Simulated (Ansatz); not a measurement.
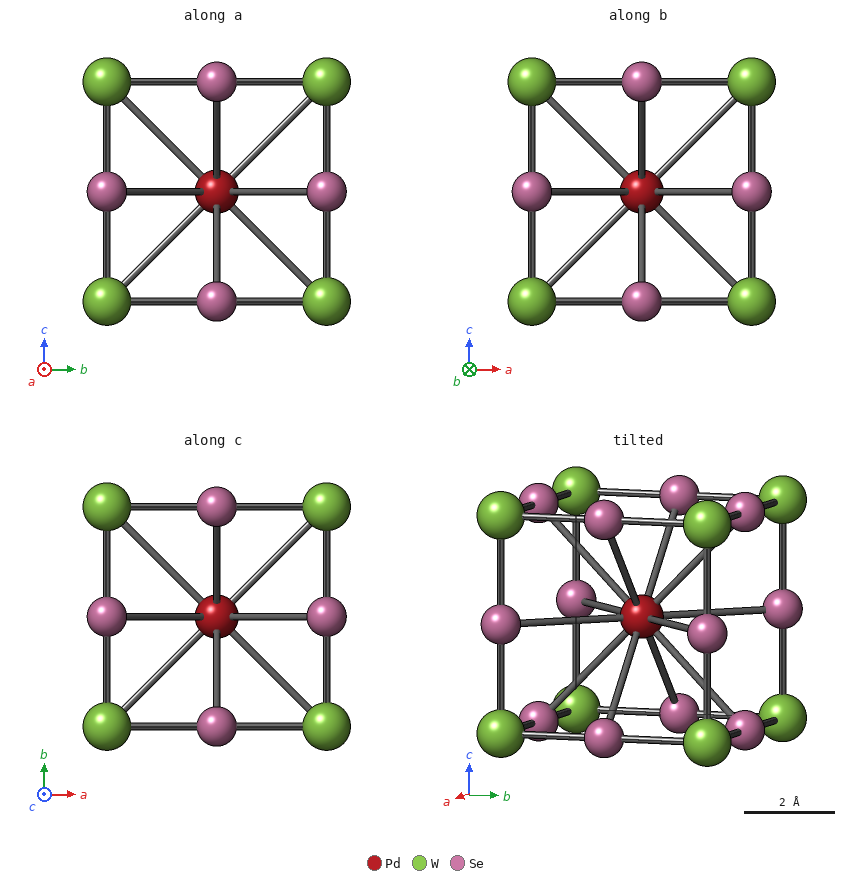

Shown here is a ball-and-stick view of the crystal, taken along the a axis, along the b axis, along the c axis and slightly off an axis. The conventional unit cell is outlined; an atom on or near a face, edge or corner is repeated at each equivalent position.

Lattice parameters: a = 4.920 Å, b = 4.920 Å, c = 4.920 Å, α = 90.00°, β = 90.00°, γ = 90.00°.

Give the atomic positions as a table of Wyckoff sites.

Answer. Space group Pm-3m (No. 221).
| atom | site | x | y | z |
| --- | --- | --- | --- | --- |
| Pd | 1b | 0.5000 | 0.5000 | 0.5000 |
| W | 1a | 0.0000 | 0.0000 | 0.0000 |
| Se | 3d | 0.5000 | 0.0000 | 0.0000 |

Origin of the cell: a structure type filled with these elements by a generator (whether the compound takes this form wasn't checked). Earlier steps of the study, as a rule a relaxation of our own, may have changed the cell and positions, so they can lie some per cent off the listed ones. It went into a calculation with Ansatz.
